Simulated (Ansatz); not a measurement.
Electronic density of states of amorphous In$_{9}$Ga$_{9}$Zn$_{9}$O$_{38}$Si, density 5.71 g/cm³, on a 2×2×2 Γ-centred mesh with a Gaussian width of 0.1 eV; energies count from the Fermi level, whose place inside the gap is arbitrary. Cell and mesh are small, so fine structure isn't converged. These are PBE, scalar-relativistic without spin-orbit coupling (plane waves to 420 eV, PAW; Ansatz, a quantum-chemistry and plane-wave program) values and carry that method's errors. Sampling: a 2×2×2 Γ-centred mesh; Fermi-Dirac width 0.02 eV; no spin polarisation. At PBE the levels at the filled edge of the gap are localised (band-tail or defect states).

It comes from a melt-quench run on a machine-learned potential (CHGNet), relaxed afterwards by DFT. O atoms were pushed apart under 1.9 Å during the dynamics, to hinder bonds among them. The hot cell started wider than the set density and was brought back towards it in steps. It is the lowest in DFT energy of 2 quenches. It is a model cell: composition and starting density were chosen by hand, and all elements were melted together. No dispersion term was used. Its density started from a set value of 5.71 and ended at 5.71 g/cm³. The quench (nominally 210 K/ps over its main leg) was far faster than any real one, so the model tends to hold more defects than a real film. One small periodic cell is one sample of the glass; other quenches scatter about these values. The volume was held where the preparation left it and the shape relaxed, at a PBE pressure of 1.5 GPa. Stress components on the final sampling reach 1.6 GPa.

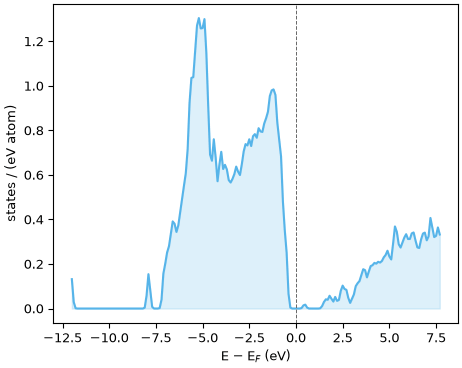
Figure. Density of states per atom

The level gap on this mesh is 0.94 eV; the broadening fills part of it in the curve.
